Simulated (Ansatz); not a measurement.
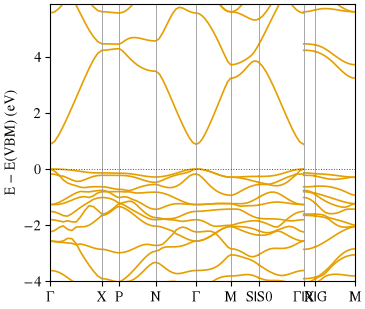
Figure. Band structure from PBE in the plane-wave PAW code Ansatz

Read off the gap and where the band edges lie.

About 0.9 eV (0.88 eV by a search for the band edges); maximum at Γ, minimum at Γ.

The material is ZnIn2O4 in space group I-4 (No. 82; In on 2b, In on 2d, Zn on 2a, O on 8g).

A made-up cell: these elements were put on the sites of a structure type; neither database checked (COD, Materials Project) lists it. Whether it is the stable phase at ambient conditions was not checked. The PBE relaxation kept the symmetry of its start; its stability against distortions is not shown here. Scalar-relativistic: spin–orbit coupling is off unless named, which matters more the heavier the elements.

Potentials: the earlier of the program's two PAW sets.
